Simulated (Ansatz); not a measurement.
## Electronic structure of C$_{14}$H$_{10}$ (ant) in real space

```xyz
24

C     3.7125    0.2796   -0.3207
C     3.5940   -0.9400    0.4127
C     2.3580   -1.4278    0.7557
C     1.1620   -0.7296    0.3887
C    -0.1160   -1.2024    0.7230
C    -1.2810   -0.5113    0.3559
C    -2.5905   -0.9858    0.6902
C    -3.7119   -0.2882    0.3163
C    -3.5939    0.9312   -0.4169
C    -2.3575    1.4212   -0.7565
C    -1.1615    0.7246   -0.3875
C     0.1168    1.1980   -0.7207
C     1.2817    0.5063   -0.3548
C     2.5914    0.9793   -0.6912
H     4.7050    0.6533   -0.5851
H     4.4976   -1.4839    0.6996
H     2.2662   -2.3621    1.3166
H    -0.2069   -2.1363    1.2855
H    -2.6795   -1.9198    1.2519
H    -4.7043   -0.6631    0.5794
H    -4.4975    1.4743   -0.7055
H    -2.2659    2.3558   -1.3167
H     0.2079    2.1317   -1.2833
H     2.6806    1.9138   -1.2522
```

Method: DFT custom functional, Gaussian basis def2-SVP in Ansatz 0.2.0.

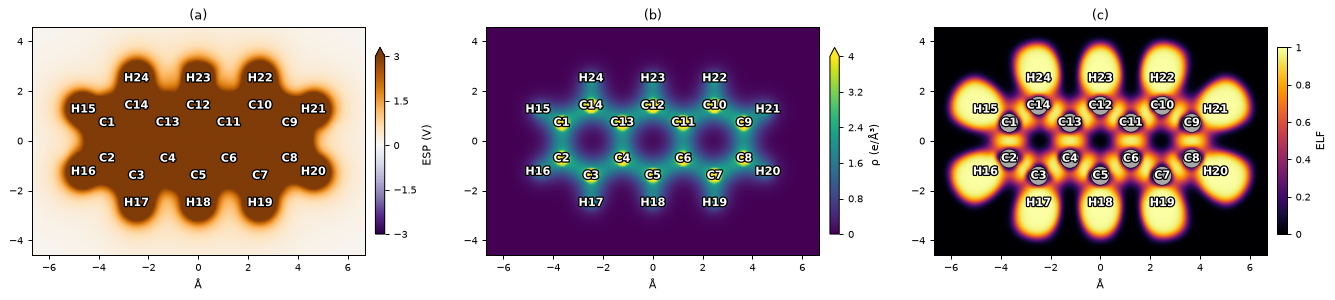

Figure 1. (a) molecular electrostatic potential; (b) electron density; (c) electron localisation function on the molecular plane. Grey discs cover the atomic cores in the ELF map.

### Describe what can be read from this map.

The plane passes through C and H nuclei. C–C (1.37 Å): ρ at the midpoint is about 2.2 e/Å³; the ELF peaks at about 0.95 between the atoms: localised, covalent bonding. C–H (1.09 Å): the density is about 2 e/Å³ at the midpoint; the ELF climbs to about 1 towards the hydrogen, as it does in any bond to H; a covalent bond by its length. C–C (1.43 Å): the density is about 2 e/Å³ at the midpoint; the ELF peaks at about 0.95 between the atoms; localised, covalent bonding. The potential has no marked negative region in this plane.

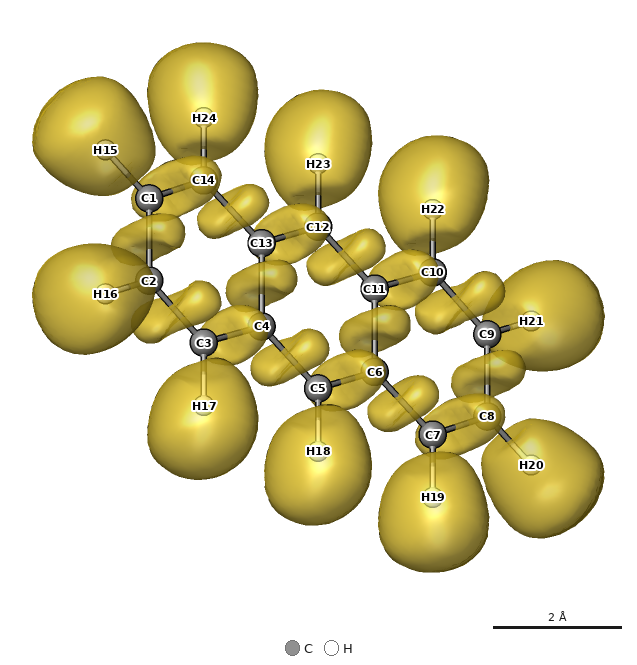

Figure 2. Isosurface of the ELF at 0.8 (yellow), seen at an oblique angle. Core shells and regions of very low density are left out.

### Describe the localisation domains.

The surface consists of 16 regions between bonded C–C atoms (shared pairs) and ten regions around hydrogen nuclei.

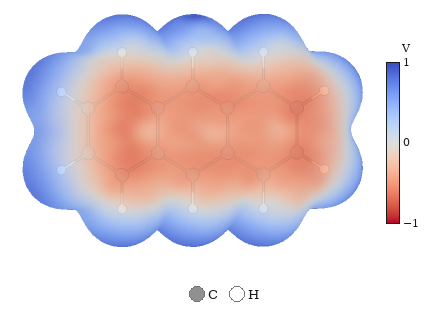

Figure 3. The electrostatic potential painted on the density surface at 0.002 e/bohr³, seen at a tilt; red is negative and blue positive.

### Describe the electrostatic potential map.

The most negative region (about −0.6 V, or −14 kcal/mol for a unit charge) lies over the π face of the C atoms, the most positive (about +0.8 V, or +18 kcal/mol for a unit charge) over the H atoms.

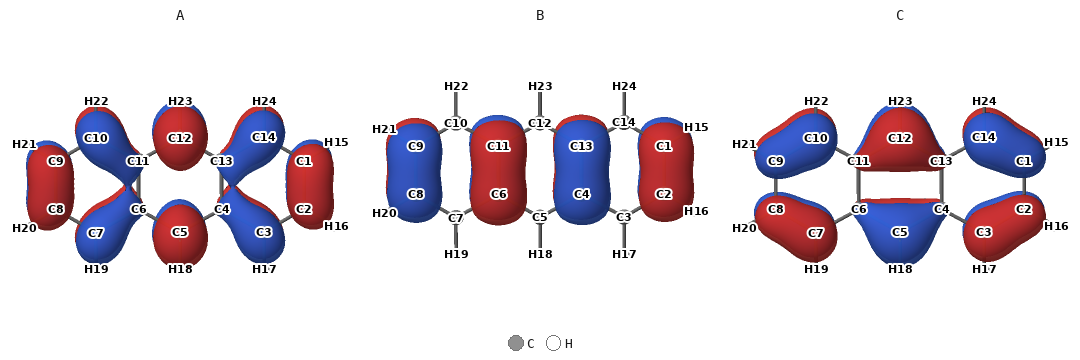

Figure 4. Three frontier orbitals at ±0.08 Å⁻³ᐟ² (red and blue are the two phases), in no order.

### Order the three orbitals by energy and name them.

B is the HOMO−1 (−6.71 eV). Its weight (Hirshfeld) is mainly on C4 (about 10 %), C6 (about 10 %), C13 (about 10 %), C11 (about 10 %), C8 (about 10 %), C9 (about 10 %), C2 (about 10 %) and C1 (about 10 %); it changes sign across the molecular plane (π type); it is gerade (even under inversion); π-bonding across C1–C2, C4–C13, C6–C11 and C8–C9. C is the HOMO (−5.48 eV). It lies mainly on C5 (about 15 %), C12 (about 15 %), C7 (about 10 %), C3 (about 10 %), C10 (about 10 %) and C14 (about 10 %); it changes sign across the molecular plane (π type); it is gerade (even under inversion). A is the LUMO (−1.92 eV). It lies mainly on C5 (about 10 %), C12 (about 10 %), C7 (about 5 %), C3 (about 5 %), C10 (about 5 %) and C14 (about 5 %); it changes sign across the molecular plane (π type); it is ungerade (odd under inversion).

### What is the HOMO–LUMO gap?

3.56 eV between the orbital energies.
